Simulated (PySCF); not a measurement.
Vertical excitations of a molecule C3H7NSi from TDDFT-ωB97X/def2-SVPD (PySCF), as energy in eV (oscillator strength): 4.47 (0.000), 6.02 (0.001), 6.39 (0.315), 6.77 (0.002), 6.94 (0.005), 7.00 (0.013), 7.18 (0.003), 7.37 (0.429), 7.52 (0.000), 7.77 (0.104). Lowest triplet (TDA): 4.17 eV. Coordinates come from a ωB97X-D3(BJ)/def2-SVP optimisation. The values are those of a single conformer.

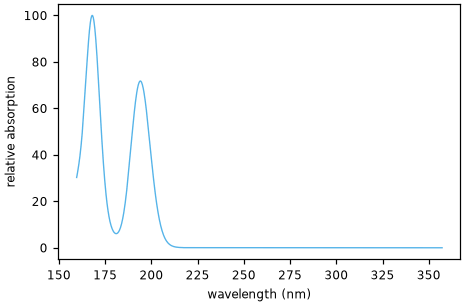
Figure: The lines broadened by 0.4 eV.

Pick the molecule that these values belong to.
A) C#C[C@H](N)[SiH3]
B) C=C=CN[SiH3]
C) C#CCN[SiH3]
D) C#C[SiH2]NC

B, C=C=CN[SiH3]
